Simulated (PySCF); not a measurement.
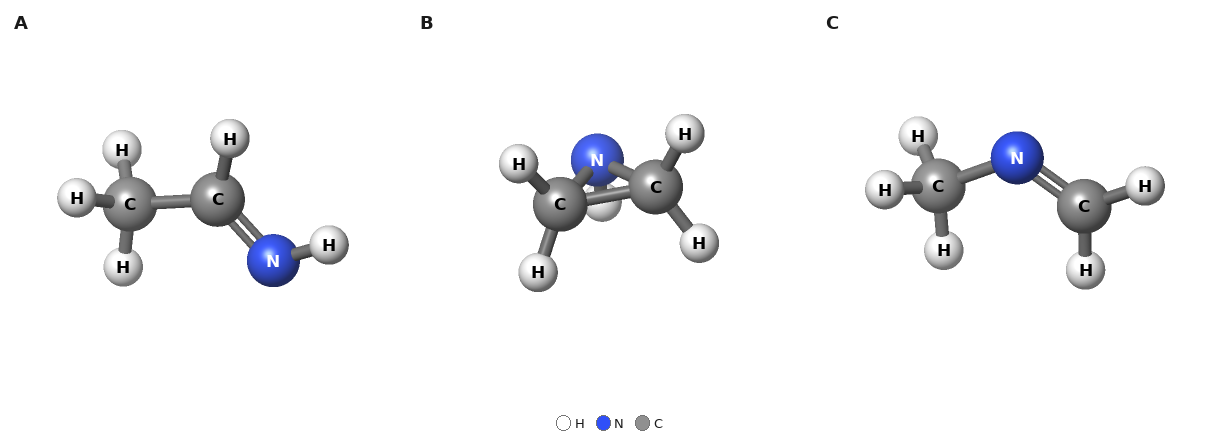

3 stationary structures of one formula. Geometries: PBE0-D3(BJ)/def2-SVP. Electronic energies: PBE0-D3(BJ)/def2-SVP (PySCF 2.14.0), without zero-point energy. No frequency run is at hand to confirm each as a minimum.

### Rank them by energy, lowest first.

A is lowest; C lies 9.0 kcal/mol above it (Cs), B lies 16.5 kcal/mol above it (Cs). A is `[H]/N=C/C`, B is `C1CN1`, C is `C=NC`.
